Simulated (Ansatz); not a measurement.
# Cadmium, diamond under LDA: ground state and equation of state

What does LDA give for cadmium in the diamond structure? We relax it, solve it on a dense k-mesh, switch on spin-orbit coupling, then scale the cell to 7 volumes from 88 to 112 % of the relaxed one and try a fit of the equation of state. The k-meshes are 9×9×9 for the relaxation; 14×14×14 for the dense run; 9×9×9 for spin-orbit coupling; 10×10×10 for the volumes.

This is Cd in the diamond structure; at room conditions it is hcp.

Method: DFT LDA (PW92), plane waves (420 eV) with PAW, scalar-relativistic; PBE-made PAW files, in Ansatz 0.2.0.

**1. The system as given**

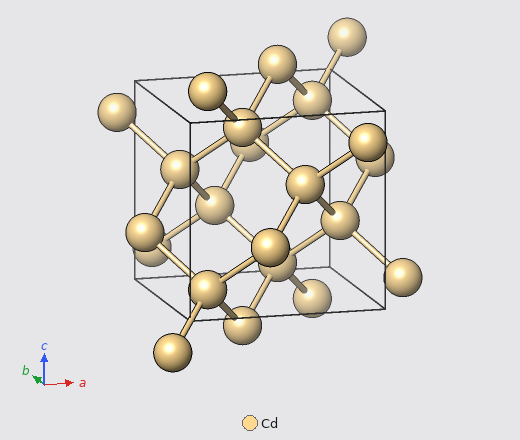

Start, viewed slightly off an axis; cadmium orange. The conventional cell is drawn; the run uses a primitive one. Any atoms on the faces are drawn again on the opposite ones, and bonded neighbours outside are added.

Coordinates:

```cif
data_structure
_symmetry_space_group_name_H-M 'P 1'
_symmetry_Int_Tables_number 1
_cell_length_a 4.3519
_cell_length_b 4.3519
_cell_length_c 4.3519
_cell_angle_alpha 60.000
_cell_angle_beta 60.000
_cell_angle_gamma 60.000
_cell_volume 58.28
loop_
_atom_site_label
_atom_site_type_symbol
_atom_site_fract_x
_atom_site_fract_y
_atom_site_fract_z
_atom_site_occupancy
Cd1 Cd 0.12500 0.12500 0.12500 1
Cd2 Cd 0.87500 0.87500 0.87500 1
```

**2. Relaxation of the cell**

input.yaml reads:

```yaml
crystal:
  lattice:
    - [0.0, 3.0772608027, 3.0772608027]
    - [3.0772608027, 0.0, 3.0772608027]
    - [3.0772608027, 3.0772608027, 0.0]
  atoms:
    - { symbol: Cd, position: [0.125, 0.125, 0.125] }
    - { symbol: Cd, position: [0.875, 0.875, 0.875] }
hamiltonian:
  xc: lda
  pseudopotentials:
    kind: paw
    azcp:
      Cd: "pseudopotentials/Cd.paw.azcp"
basis:
  ecutwfc: 420
  fft_grid_basis: typed
kpoints:
  mp_grid: { grid: [9, 9, 9], shift: [0, 0, 0] }
magnetization:
  spin_polarized: false
scf:
  occupations: { method: fermi_dirac, width: 0.1 }
relax:
  max_steps: 60
  f_tol: 0.01
  cell: {}
```

Log, cut to the lines that bear on the results:

```text
Warning: <dir> the record states the generating functional pbe (its physics header spells it `PBE`), which answers neither for hamiltonian.xc's functional nor for the lda family's — results may be inconsistent (PPs are generated against a specific XC)
Warning: RAYON_NUM_THREADS=2 ignored (pool sized by the plan → 2); use --threads N
[...]
Pseudopotentials: kind: paw
Pseudopotential: Cd, paw, valence charge 20, recommended cutoff 420 eV (normal), <dir>
Functional definition: SPW92
[...]
Crystal: 2 atoms, lattice volume = 58.280 Å³
Basis set: ecut = 420 eV, 1139 PW (Γ)
Bands: 24, of which v1, the nominal top of the filled ones, is band 20 counted from 1 (19 counted from 0)
Symmetry: 48 space group operations
Space group: Fd-3m (ITA 227), of the structure as read, at distance tolerance 3.9e-5 Å
k-points: 35 of 729
[...]
SCF iter   1: F=—  HF=-16234.767055 eV  |F-HF|=—  |Δ(HF+E_count)|=         —  Δρ=8.01e-3  dr2=2.79e-2  ethr=1.77e-3  ⟨swp⟩=5.4  Hψ=3339  notcnv=0
[...]
relax step   1: F+E_penalty+E_count = -16234.75785770 eV  Δ(F+E_penalty+E_count) = +0.000e0 eV  max|allowed force component| = 2.313e-17 eV/Å  Δτ_max = 0.0000 Å  P = +2.755 GPa  Ω = 58.280 Å³  (6 SCF iters, dr2 threshold 1.00e-7 eV, accepted)
[...]
relax step   2: F+E_penalty+E_count = -16234.79348235 eV  Δ(F+E_penalty+E_count) = -3.562e-2 eV  max|allowed force component| = 2.035e-16 eV/Å  Δτ_max = 0.0000 Å  P = +0.024 GPa  Ω = 62.778 Å³  energy of the carried Pulay correction = -4.740e-4 eV  (5 SCF iters, dr2 threshold 2.00e-7 eV, accepted)
[...]
relax step   3: F+E_penalty+E_count = -16234.79383339 eV  Δ(F+E_penalty+E_count) = -3.510e-4 eV  max|allowed force component| = 2.082e-16 eV/Å  Δτ_max = 0.0000 Å  P = +0.015 GPa  Ω = 62.778 Å³  stress off target by 1.53e-2 GPa  SCF on the basis re-selected at this cell (its energy is not [...]
SCF converged after 5 iterations
Free energy (F): -16234.793833 eV
[...]
E sigma→0 (E₀):  -16234.780039 eV
Entropy (-TS):   -0.027588 eV (-13.794 meV/atom)
Fermi energy:    8.360136 eV
[...]
--- Forces (eV/Å), atoms counted from 1 ---
  atom   1  Cd    -0.00000000    -0.00000000    -0.00000000
  atom   2  Cd     0.00000000     0.00000000     0.00000000
[...]
--- Stress (GPa, compression-positive) ---
        0.015316       0.000000       0.000000
        0.000000       0.015316       0.000000
        0.000000       0.000000       0.015316
  P = ⅓ Tr σ = 0.0153 GPa (0.153 kbar)
--- Relaxed structure (2 steps of the walk, 2 accepted, 1 SCFs on fresh bases) ---
  F+E_penalty+E_count = -16234.79383339 eV   max|allowed force component| = 2.082e-16 eV/Å   (the final SCF, on the basis selected at the relaxed cell)
  cell:  # Å, volume = 62.7782 Å³
    - [-3.057223219737354e-34, 3.1544689498395027, 3.1544689498395027]
    - [3.1544689498395027, -4.458450528783642e-34, 3.1544689498395027]
    - [3.1544689498395027, 3.1544689498395027, -8.534748155100114e-34]
  atoms:
    - { symbol: Cd, position: [0.12499999999999999, 0.12499999999999999, 0.12499999999999999] }
    - { symbol: Cd, position: [0.875, 0.875, 0.875] }
```

Wall time 2.8 s (2 threads of an Arm CPU, shared host); peak memory 0.33 GiB.

Step by step:

| step | energy change (meV/atom) | largest force (eV/Å) | pressure (GPa) | volume (Å³/atom) |
| --- | --- | --- | --- | --- |
| 1 | 0.00 | 0.0000 | 2.75 | 29.140 |
| 2 | -17.81 | 0.0000 | 0.02 | 31.389 |
| 3 | -17.99 | 0.0000 | 0.02 | 31.389 |

Steps that repeat a cell are solved on a basis chosen anew, so their changes of energy are no gain of the relaxation.

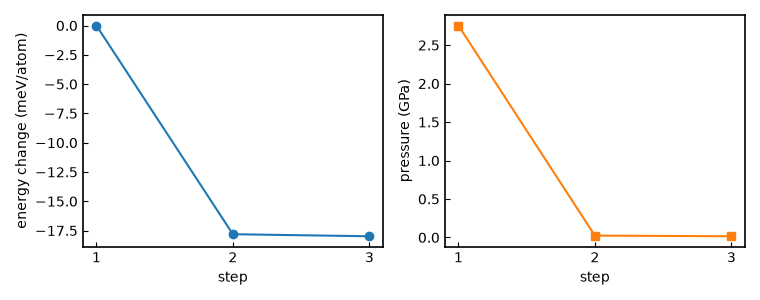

Energy and pressure over the accepted steps.

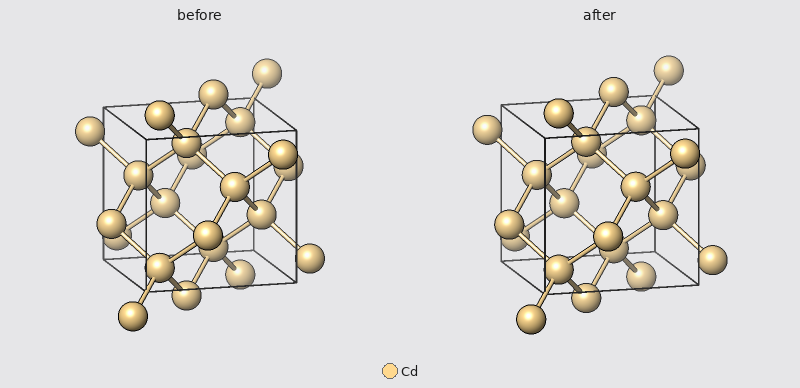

Start and end of the relaxation side by side. The cells drawn are those of the first picture.

The cell of the run, before and after:

|  | before | after | change |
| --- | --- | --- | --- |
| a (Å) | 4.352 | 4.461 | +2.5 % |
| b (Å) | 4.352 | 4.461 | +2.5 % |
| c (Å) | 4.352 | 4.461 | +2.5 % |
| volume (Å³/atom) | 29.140 | 31.389 | +7.7 % |
| shortest distance (Å) | 2.665 | 2.732 | +2.5 % |
| space group (spins left aside) | Fd-3m | Fd-3m | same |

**3. The energy on a finer k-mesh**

input.yaml reads:

```yaml
crystal:
  lattice:
    - [0.0, 3.1544689498, 3.1544689498]
    - [3.1544689498, 0.0, 3.1544689498]
    - [3.1544689498, 3.1544689498, 0.0]
  atoms:
    - { symbol: Cd, position: [0.125, 0.125, 0.125] }
    - { symbol: Cd, position: [0.875, 0.875, 0.875] }
hamiltonian:
  xc: lda
  pseudopotentials:
    kind: paw
    azcp:
      Cd: "pseudopotentials/Cd.paw.azcp"
basis:
  ecutwfc: 420
  fft_grid_basis: typed
kpoints:
  mp_grid: { grid: [14, 14, 14], shift: [0, 0, 0] }
magnetization:
  spin_polarized: false
scf:
  occupations: { method: fermi_dirac, width: 0.1 }
output:
  write_density: true
  write_potential: true
  elf: true
  volumetric_format: npy
```

Log, cut to the lines that bear on the results:

```text
Warning: <dir> the record states the generating functional pbe (its physics header spells it `PBE`), which answers neither for hamiltonian.xc's functional nor for the lda family's — results may be inconsistent (PPs are generated against a specific XC)
Warning: RAYON_NUM_THREADS=2 ignored (pool sized by the plan → 2); use --threads N
[...]
[... 3 set-up lines as earlier in the session ...]
[...]
Crystal: 2 atoms, lattice volume = 62.778 Å³
Basis set: ecut = 420 eV, 1243 PW (Γ)
Bands: 24, of which v1, the nominal top of the filled ones, is band 20 counted from 1 (19 counted from 0)
[... 1 set-up line as earlier in the session ...]
Space group: Fd-3m (ITA 227), of the structure as read, at distance tolerance 4.0e-5 Å
k-points: 104 of 2744
[...]
SCF iter   1: F=—  HF=-16234.797523 eV  |F-HF|=—  |Δ(HF+E_count)|=         —  Δρ=7.51e-3  dr2=2.70e-2  ethr=1.77e-3  ⟨swp⟩=5.4  Hψ=9928  notcnv=0
[...]
SCF iter   6: F=-16234.788603 eV  HF=-16234.788603 eV  |F-HF|=1.91e-9  |Δ(HF+E_count)|=   1.90e-8  Δρ=2.33e-6  dr2=2.51e-9  ethr=1.60e-10  ⟨swp⟩=1.2  Hψ=6551  notcnv=0
[...]
SCF converged after 6 iterations
Free energy (F): -16234.788603 eV
[...]
E sigma→0 (E₀):  -16234.772424 eV
Entropy (-TS):   -0.032357 eV (-16.178 meV/atom)
Fermi energy:    8.384502 eV
[...]
--- Band table (eV; the first three rows and the last of 104) ---
  k-point 0: bands = ["-94.2773", "-94.2616", "-55.4290", "-55.4290", "-55.4290", "-55.3706", "-55.3706", "-55.3706", "-0.9421", "-0.9421", "-0.9421", "-0.8755", "-0.8755", "0.0164", "0.0164", "0.0164", "0.2684", "0.2684", "1.3470", "13.4145", "13.4145", "13.4145", "14.5537", "14.5537"]
[...]
```

It took 3.4 s on 2 threads of an Arm CPU, shared host; peak memory 0.37 GiB.

The maps below are laid out on this run's own conventional cell (a, b, c = 6.309, 6.309, 6.309 Å).

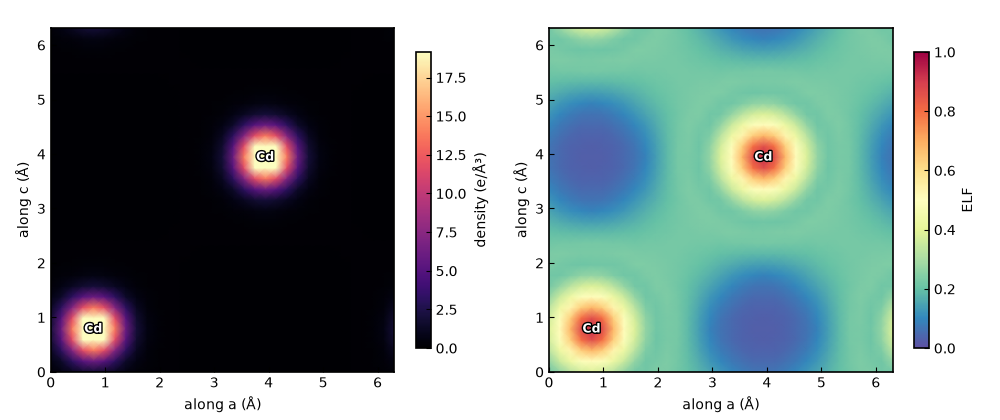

Density (left) and ELF (right) in a lattice plane of the grid's cell (edges 6.31 and 6.31 Å, at 0.125 of the third edge), which holds Cd. Only atoms in the plane are labelled; the density scale stops at 19.15 e/Å³. Both are smooth fields of the valence electrons: close to the nuclei they are not physical.

**4. Spin-orbit coupling switched on**

Edit input.yaml of step 3 so:

```diff
@@ -11,3 +11,3 @@
   pseudopotentials:
-    kind: paw
+    kind: paw_fr
     azcp:
@@ -18,11 +18,7 @@
 kpoints:
-  mp_grid: { grid: [14, 14, 14], shift: [0, 0, 0] }
+  mp_grid: { grid: [9, 9, 9], shift: [0, 0, 0] }
 magnetization:
-  spin_polarized: false
+  noncollinear: true
+  spin_orbit: true
 scf:
   occupations: { method: fermi_dirac, width: 0.1 }
-output:
-  write_density: true
-  write_potential: true
-  elf: true
-  volumetric_format: npy
```

Log, cut to the lines that bear on the results:

```text
Warning: <dir> the record states the generating functional pbe (its physics header spells it `PBE`), which answers neither for hamiltonian.xc's functional nor for the lda family's — results may be inconsistent (PPs are generated against a specific XC)
Warning: RAYON_NUM_THREADS=2 ignored (pool sized by the plan → 2); use --threads N
[...]
Pseudopotentials: kind: paw_fr
Pseudopotential: Cd, paw_fr, valence charge 20, recommended cutoff 420 eV (normal), <dir>
[... 1 set-up line as earlier in the session ...]
[...]
non-collinear run that drives no moment, with spin-orbit: no starting moment large enough to seed its density (crystal.atoms[].spin), no starting occupations that ask for one, no magnetisation constraint and no magnetic field, so the semilocal B_xc is pinned to zero
Crystal: 2 atoms, lattice volume = 62.778 Å³
Basis set: ecut = 420 eV, 1243 PW (Γ)
Bands: 48, of which v1, the nominal top of the filled ones, is band 40 counted from 1 (39 counted from 0)
Symmetry: 48 space group operations + 48 with time reversal
Magnetic group: BNS 227.129 (UNI 1631), of the structure as read, at distance tolerance 4.0e-5 Å
k-points: 35 of 729
Projection manifold: j_resolved (fully-relativistic pseudo-atomic orbitals)
[...]
SCF iter   1: F=—  HF=-16240.165366 eV  |F-HF|=—  |Δ(HF+E_count)|=         —  Δρ=2.49e-2  dr2=4.52e-1  dr2_m=0.00e0 (ungated)  ethr=3.10e-3  |M|=0.00e0 ∫|m|=0.00e0 μB  |m|>n=0.0e0 m-floor=0.0e0 τ_xc=0.0e0  β_m=0.30  ⟨swp⟩=10.1  Hψ=4220  notcnv=0
[...]
SCF iter   6: F=-16239.999915 eV  HF=-16239.999915 eV  |F-HF|=2.40e-8  |Δ(HF+E_count)|=   1.95e-6  Δρ=9.26e-6  dr2=4.35e-8  dr2_m=0.00e0 (ungated)  ethr=2.50e-10  |M|=0.00e0 ∫|m|=0.00e0 μB  |m|>n=0.0e0 m-floor=0.0e0 τ_xc=0.0e0  ⟨swp⟩=2.0  Hψ=2481  notcnv=0
[...]
SCF converged after 6 iterations
Magnetization: |M| = 0.0000 μB,  M = (+0.0000, +0.0000, +0.0000) μB
Absolute magnetization: 0.0000 μB (∫|m|)
  site 0: m = (+0.0000, +0.0000, +0.0000) μB, |m| = 0.0000 μB  (R = 1.13 Å)
  site 1: m = (+0.0000, +0.0000, +0.0000) μB, |m| = 0.0000 μB  (R = 1.13 Å)
Free energy (F): -16239.999915 eV
[...]
E sigma→0 (E₀):  -16239.986080 eV
Entropy (-TS):   -0.027670 eV (-13.835 meV/atom)
Fermi energy:    8.350530 eV
[...]
```

Wall time 5.6 s (2 threads of an Arm CPU, shared host); peak memory 0.44 GiB.

Side by side:

|  | scalar-relativistic | with spin-orbit coupling |
| --- | --- | --- |
| k-mesh | 14×14×14 | 9×9×9 |
| gap on the mesh | none (levels filled in part) | none (levels filled in part) |

The meshes differ, so small differences between the columns need not come from spin-orbit coupling.

**5. The cell scaled to 88 % of its volume**

input.yaml reads:

```yaml
crystal:
  lattice:
    - [0.0, 3.0228770329, 3.0228770329]
    - [3.0228770329, 0.0, 3.0228770329]
    - [3.0228770329, 3.0228770329, 0.0]
  atoms:
    - { symbol: Cd, position: [0.125, 0.125, 0.125] }
    - { symbol: Cd, position: [0.875, 0.875, 0.875] }
hamiltonian:
  xc: lda
  pseudopotentials:
    kind: paw
    azcp:
      Cd: "pseudopotentials/Cd.paw.azcp"
basis:
  ecutwfc: 420
  fft_grid_basis: typed
kpoints:
  mp_grid: { grid: [10, 10, 10], shift: [0, 0, 0] }
magnetization:
  spin_polarized: false
scf:
  occupations: { method: fermi_dirac, width: 0.1 }
  lower_state_search: "off"
output:
  stress: true
  write_density: true
  write_potential: true
  elf: true
  volumetric_format: npy
```

Log, cut to the lines that bear on the results:

```text
Warning: <dir> the record states the generating functional pbe (its physics header spells it `PBE`), which answers neither for hamiltonian.xc's functional nor for the lda family's — results may be inconsistent (PPs are generated against a specific XC)
Warning: RAYON_NUM_THREADS=2 ignored (pool sized by the plan → 2); use --threads N
[...]
[... 3 set-up lines as earlier in the session ...]
[...]
Crystal: 2 atoms, lattice volume = 55.245 Å³
Basis set: ecut = 420 eV, 1067 PW (Γ)
Bands: 24, of which v1, the nominal top of the filled ones, is band 20 counted from 1 (19 counted from 0)
[... 1 set-up line as earlier in the session ...]
Space group: Fd-3m (ITA 227), of the structure as read, at distance tolerance 3.8e-5 Å
k-points: 47 of 1000
[...]
SCF iter   1: F=—  HF=-16234.682783 eV  |F-HF|=—  |Δ(HF+E_count)|=         —  Δρ=8.27e-3  dr2=2.79e-2  ethr=1.77e-3  ⟨swp⟩=5.7  Hψ=4498  notcnv=0
[...]
SCF iter   6: F=-16234.673554 eV  HF=-16234.673554 eV  |F-HF|=6.86e-10  |Δ(HF+E_count)|=   2.33e-8  Δρ=2.44e-6  dr2=2.33e-9  ethr=5.52e-11  ⟨swp⟩=4.9  Hψ=6028  notcnv=0
[...]
SCF converged after 6 iterations
Free energy (F): -16234.673554 eV
[...]
E sigma→0 (E₀):  -16234.658384 eV
Entropy (-TS):   -0.030340 eV (-15.170 meV/atom)
Fermi energy:    10.073120 eV
[...]
--- Stress (GPa, compression-positive) ---
        5.388758      -0.000000       0.000000
       -0.000000       5.388758      -0.000000
        0.000000      -0.000000       5.388758
  P = ⅓ Tr σ = 5.3888 GPa (53.888 kbar)
--- Band table (eV; the first three rows and the last of 47) ---
  k-point 0: bands = ["-92.7552", "-92.7262", "-53.9214", "-53.9214", "-53.9214", "-53.8264", "-53.8264", "-53.8264", "0.4047", "0.4047", "0.4047", "0.4730", "0.4730", "1.6027", "1.6027", "1.6027", "1.9616", "1.9616", "2.4200", "15.7926", "15.7926", "15.7926", "16.8245", "16.8245"]
[...]
```

Run time: 1.6 s. Hardware: 2 threads of an Arm CPU, shared host; peak memory 0.33 GiB.

**6. The cell scaled to 92 % of its volume**

Edit input.yaml of step 5 so:

```diff
@@ -2,5 +2,5 @@
   lattice:
-    - [0.0, 3.0228770329, 3.0228770329]
-    - [3.0228770329, 0.0, 3.0228770329]
-    - [3.0228770329, 3.0228770329, 0.0]
+    - [0.0, 3.0680012533, 3.0680012533]
+    - [3.0680012533, 0.0, 3.0680012533]
+    - [3.0680012533, 3.0680012533, 0.0]
   atoms:
@@ -26,5 +26 @@
   stress: true
-  write_density: true
-  write_potential: true
-  elf: true
-  volumetric_format: npy
```

Log, cut to the lines that bear on the results:

```text
Warning: <dir> the record states the generating functional pbe (its physics header spells it `PBE`), which answers neither for hamiltonian.xc's functional nor for the lda family's — results may be inconsistent (PPs are generated against a specific XC)
Warning: RAYON_NUM_THREADS=2 ignored (pool sized by the plan → 2); use --threads N
[...]
[... 3 set-up lines as earlier in the session ...]
[...]
Crystal: 2 atoms, lattice volume = 57.756 Å³
Basis set: ecut = 420 eV, 1139 PW (Γ)
Bands: 24, of which v1, the nominal top of the filled ones, is band 20 counted from 1 (19 counted from 0)
[... 2 set-up lines as earlier in the session ...]
k-points: 47 of 1000
[...]
SCF iter   1: F=—  HF=-16234.748831 eV  |F-HF|=—  |Δ(HF+E_count)|=         —  Δρ=8.08e-3  dr2=2.84e-2  ethr=1.77e-3  ⟨swp⟩=5.6  Hψ=4484  notcnv=0
[...]
SCF iter   6: F=-16234.739453 eV  HF=-16234.739453 eV  |F-HF|=3.14e-9  |Δ(HF+E_count)|=   1.54e-8  Δρ=3.24e-6  dr2=4.41e-9  ethr=1.26e-10  ⟨swp⟩=1.7  Hψ=3623  notcnv=0
[...]
SCF converged after 6 iterations
Free energy (F): -16234.739453 eV
[...]
E sigma→0 (E₀):  -16234.723074 eV
Entropy (-TS):   -0.032757 eV (-16.378 meV/atom)
Fermi energy:    9.454725 eV
[...]
--- Stress (GPa, compression-positive) ---
        3.122480      -0.000000      -0.000000
       -0.000000       3.122480       0.000000
       -0.000000       0.000000       3.122480
  P = ⅓ Tr σ = 3.1225 GPa (31.225 kbar)
```

It took 1.2 s on 2 threads of an Arm CPU, shared host; peak memory 0.32 GiB.

**7. The cell scaled to 96 % of its volume**

Edit input.yaml of step 6 so:

```diff
@@ -2,5 +2,5 @@
   lattice:
-    - [0.0, 3.0680012533, 3.0680012533]
-    - [3.0680012533, 0.0, 3.0680012533]
-    - [3.0680012533, 3.0680012533, 0.0]
+    - [0.0, 3.1118357649, 3.1118357649]
+    - [3.1118357649, 0.0, 3.1118357649]
+    - [3.1118357649, 3.1118357649, 0.0]
   atoms:
```

Log, cut to the lines that bear on the results:

```text
Warning: <dir> the record states the generating functional pbe (its physics header spells it `PBE`), which answers neither for hamiltonian.xc's functional nor for the lda family's — results may be inconsistent (PPs are generated against a specific XC)
Warning: RAYON_NUM_THREADS=2 ignored (pool sized by the plan → 2); use --threads N
[...]
[... 3 set-up lines as earlier in the session ...]
[...]
Crystal: 2 atoms, lattice volume = 60.267 Å³
Basis set: ecut = 420 eV, 1243 PW (Γ)
Bands: 24, of which v1, the nominal top of the filled ones, is band 20 counted from 1 (19 counted from 0)
[... 2 set-up lines as earlier in the session ...]
k-points: 47 of 1000
[...]
SCF iter   1: F=—  HF=-16234.783521 eV  |F-HF|=—  |Δ(HF+E_count)|=         —  Δρ=7.82e-3  dr2=2.80e-2  ethr=1.77e-3  ⟨swp⟩=5.4  Hψ=4479  notcnv=0
[...]
SCF iter   6: F=-16234.774287 eV  HF=-16234.774287 eV  |F-HF|=1.67e-10  |Δ(HF+E_count)|=   2.62e-9  Δρ=9.01e-7  dr2=4.70e-10  ethr=3.29e-11  ⟨swp⟩=2.0  Hψ=3387  notcnv=0
[...]
SCF converged after 6 iterations
Free energy (F): -16234.774287 eV
[...]
E sigma→0 (E₀):  -16234.756760 eV
Entropy (-TS):   -0.035054 eV (-17.527 meV/atom)
Fermi energy:    8.892430 eV
[...]
--- Stress (GPa, compression-positive) ---
        1.400904      -0.000000       0.000000
        0.000000       1.400904       0.000000
        0.000000       0.000000       1.400904
  P = ⅓ Tr σ = 1.4009 GPa (14.009 kbar)
```

It took 1.5 s on 2 threads of an Arm CPU, shared host; peak memory 0.33 GiB.

**8. The cell scaled to 100 % of its volume**

Edit input.yaml of step 7 so:

```diff
@@ -2,5 +2,5 @@
   lattice:
-    - [0.0, 3.1118357649, 3.1118357649]
-    - [3.1118357649, 0.0, 3.1118357649]
-    - [3.1118357649, 3.1118357649, 0.0]
+    - [0.0, 3.1544689498, 3.1544689498]
+    - [3.1544689498, 0.0, 3.1544689498]
+    - [3.1544689498, 3.1544689498, 0.0]
   atoms:
```

Log, cut to the lines that bear on the results:

```text
Warning: <dir> the record states the generating functional pbe (its physics header spells it `PBE`), which answers neither for hamiltonian.xc's functional nor for the lda family's — results may be inconsistent (PPs are generated against a specific XC)
Warning: RAYON_NUM_THREADS=2 ignored (pool sized by the plan → 2); use --threads N
[...]
[... 3 set-up lines as earlier in the session ...]
[...]
Crystal: 2 atoms, lattice volume = 62.778 Å³
Basis set: ecut = 420 eV, 1243 PW (Γ)
Bands: 24, of which v1, the nominal top of the filled ones, is band 20 counted from 1 (19 counted from 0)
[... 2 set-up lines as earlier in the session ...]
k-points: 47 of 1000
[...]
SCF iter   1: F=—  HF=-16234.794435 eV  |F-HF|=—  |Δ(HF+E_count)|=         —  Δρ=7.51e-3  dr2=2.71e-2  ethr=1.77e-3  ⟨swp⟩=5.4  Hψ=4487  notcnv=0
[...]
SCF iter   6: F=-16234.785521 eV  HF=-16234.785521 eV  |F-HF|=1.64e-11  |Δ(HF+E_count)|=  9.30e-10  Δρ=4.82e-7  dr2=9.71e-11  ethr=1.58e-11  ⟨swp⟩=2.0  Hψ=3363  notcnv=0
[...]
SCF converged after 6 iterations
Free energy (F): -16234.785521 eV
[...]
E sigma→0 (E₀):  -16234.767186 eV
Entropy (-TS):   -0.036670 eV (-18.335 meV/atom)
Fermi energy:    8.379703 eV
[...]
--- Stress (GPa, compression-positive) ---
        0.090775       0.000000      -0.000000
       -0.000000       0.090775      -0.000000
       -0.000000      -0.000000       0.090775
  P = ⅓ Tr σ = 0.0908 GPa (0.908 kbar)
```

Run time: 1.5 s. Hardware: 2 threads of an Arm CPU, shared host; peak memory 0.33 GiB.

(Part 1 of 2 ends here.)
